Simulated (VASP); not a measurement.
```
CELL_PARAMETERS angstrom
      0.00000     3.31548     3.31548
      3.31548     0.00000     3.31548
      3.31548     3.31548     0.00000
ATOMIC_POSITIONS crystal
  Rb 0.00000 0.00000 0.00000
  Cl 0.50000 0.50000 0.50000
```

All values below come from PBE GGA with D4 dispersion, VASP's PBE PAW potentials (set 64) (plane waves; VASP). Numerical set-up: 520 eV cut-off, 8×8×8 Γ-centred mesh, tetrahedra with Blöchl corrections, potentials Rb_sv Cl.

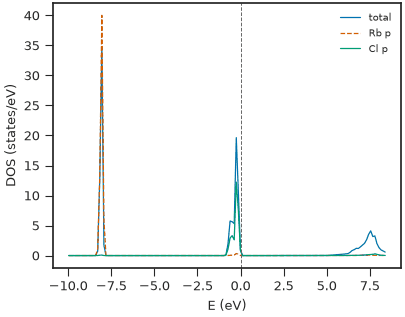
Figure. Total and projected density of states, zero at the valence-band maximum

Within 2 eV below the valence-band maximum the largest weight inside VASP's projection spheres is Cl p.

The gap is direct, 4.93 eV, from the valence maximum at Γ to the conduction minimum at Γ.

The compound is RbCl in the rock salt structure. It was relaxed first.
